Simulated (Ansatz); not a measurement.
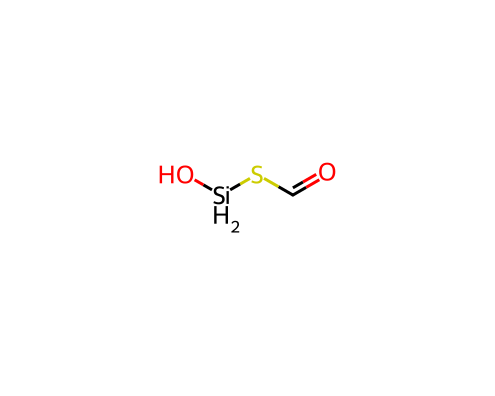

The drawing above gives the connectivity. Computed geometry: PBE-D4/def2-SVP optimisation. No frequency run is at hand to confirm it as a minimum.

What does the molecule look like in three dimensions?

The molecule is CH4O2SSi. As SMILES it reads `O=CS[SiH2]O`. It has no ring. Among its groups: Si–H bond, Si–O bond. The point group is C1. Coordination: 1 C trigonal planar; 1 S bent; 1 Si tetrahedral; 1 O bent.

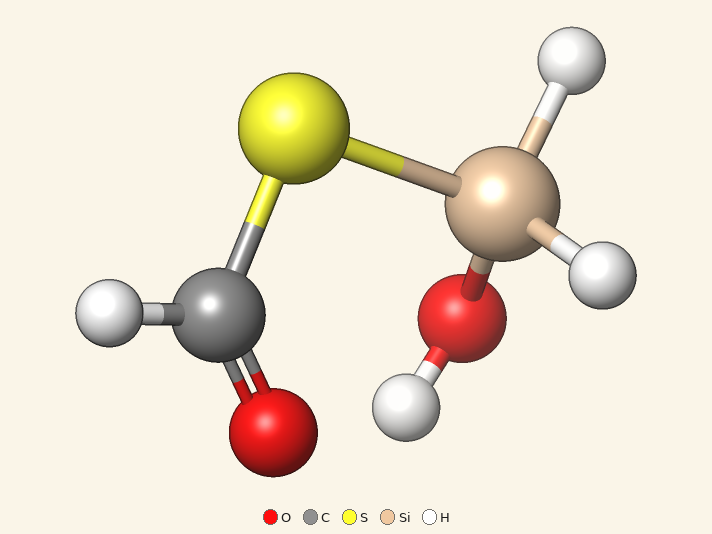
